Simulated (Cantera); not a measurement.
Feed: 1 mol c-C4F8, 1.2 mol CH4, 0.086 mol H2, held at 3.08 Torr.

Equilibrium computed with Cantera from the NASA thermochemical tables; the gas is ideal and each condensed phase is pure. Candidate condensed phases: C, C6H6, C7H8, C8H18; 95 gas species. The feed counts by its element totals alone. Gases not in the tables: C2F6 and larger saturated fluorocarbons. Rates play no part.

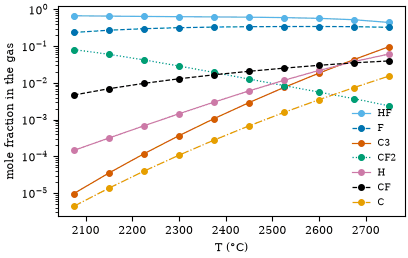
Figure: Equilibrium gas composition (values under 1e-9 drawn at 1e-9)

Read off the mole fractions at 2075 °C.

HF about 0.68, F about 0.24, CF2 about 0.081, CF about 0.0047, H about 0.00015, C3 about 9.7e-6, C about 4.4e-6.
